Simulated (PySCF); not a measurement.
C$_{2}$H$_{6}$BClO$_{2}$, SMILES `CCOB(O)Cl`.

PySCF calculation, 6-31G* basis, gas phase; geometry: GFN2-xTB. No frequency check shows the geometry to be a minimum. GFN2-xTB bond lengths at metals and heavier atoms can be off by up to 0.1 Å and shapes distorted, which carries into these values.

Coordinates in Å:

```
C1       2.5448    0.0980   -0.7046
C2       1.7904    0.3493    0.5960
O3       0.4266    0.6607    0.3589
B4      -0.5422   -0.2409    0.1162
O5      -0.4298   -1.5841    0.0913
Cl6     -2.1159    0.4148   -0.1821
H7       2.1227   -0.7504   -1.2395
H8       3.5909   -0.1021   -0.4895
H9       2.4758    0.9736   -1.3443
H10      2.2047    1.2200    1.1116
H11      1.8696   -0.5209    1.2620
H12      0.4321   -1.9642    0.2651
```

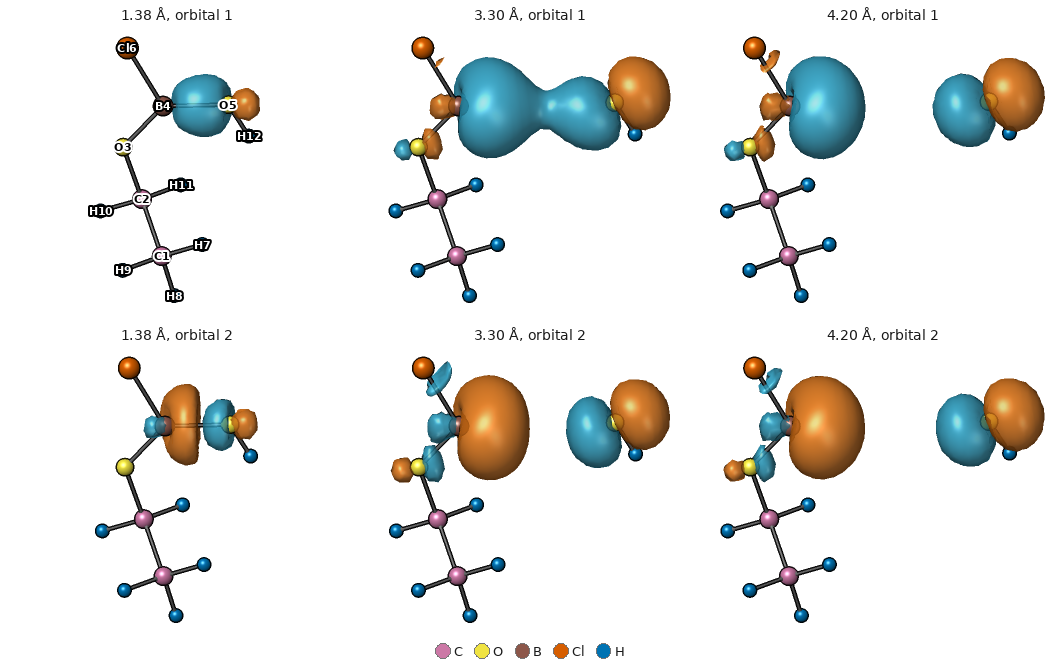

Rigid stretch of the B4–O5 bond. The two CASSCF(2,2) natural orbitals nearest half filling (orbital 1 the more occupied).

Q: How do the occupations change along the stretch?

A: 1.38 Å: 1.99 and 0.01; 3.30 Å: 1.24 and 0.76; 4.20 Å: 1.05 and 0.95. At the longest distance computed (4.20 Å) they are 1.05 and 0.95, and the effective number of unpaired electrons is 2.0.

Q: Where does the UHF solution part from RHF?

A: Between 2.03 Å (⟨S²⟩ = 0, the two coincide) and 2.33 Å (⟨S²⟩ = 0.70); at 4.20 Å ⟨S²⟩ is 1.01 and UHF lies 5.5 eV below RHF.
